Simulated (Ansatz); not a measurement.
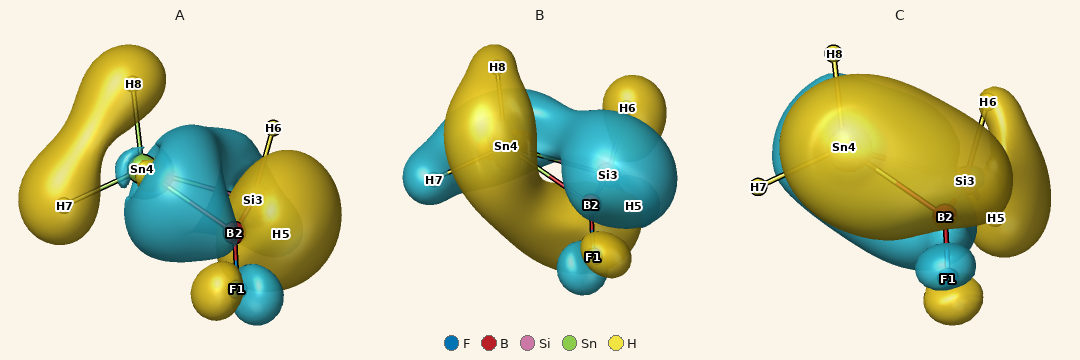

*BFH4SiSn (SMILES F[B]1[SiH2][SnH2]1). Three frontier orbitals at ±0.08 Å⁻³ᐟ² (yellow and cyan are the two phases), in no order.*

Geometry: PBE0-D4/def2-TZVP; core potentials replace the inner electrons of Sn.

All numbers below come from RKS PBE0-D4/def2-TZVPP in Ansatz 0.2.0.

```yaml
atoms:
  - { symbol: F, position_ang: [2.4159, -0.7320, 0.5255] }
  - { symbol: B, position_ang: [1.1840, -0.2812, 0.5977] }
  - { symbol: Si, position_ang: [0.1915, 1.3301, 0.1750] }
  - { symbol: Sn, position_ang: [-0.6296, -1.1616, -0.3878] }
  - { symbol: H, position_ang: [0.5977, 2.6567, -0.3706] }
  - { symbol: H, position_ang: [-0.9477, 1.4342, 1.1247] }
  - { symbol: H, position_ang: [-0.4599, -2.0838, -1.8193] }
  - { symbol: H, position_ang: [-2.2596, -1.2195, 0.0990] }
```

### Order the three orbitals by energy and name them.

A is the HOMO−1 (−7.08 eV). It lies mainly on Si3 (about 30 %), B2 (about 25 %), Sn4 (about 25 %) and F1 (about 5 %). C is the HOMO (−6.50 eV). Its weight (Hirshfeld) is mainly on Sn4 (about 40 %), Si3 (about 30 %) and B2 (about 20 %). B is the LUMO (−1.95 eV). By Hirshfeld shares it lies mainly on B2 (about 35 %), Sn4 (about 30 %), Si3 (about 15 %) and F1 (about 5 %).

### What is the HOMO–LUMO gap?

4.55 eV between the orbital energies.
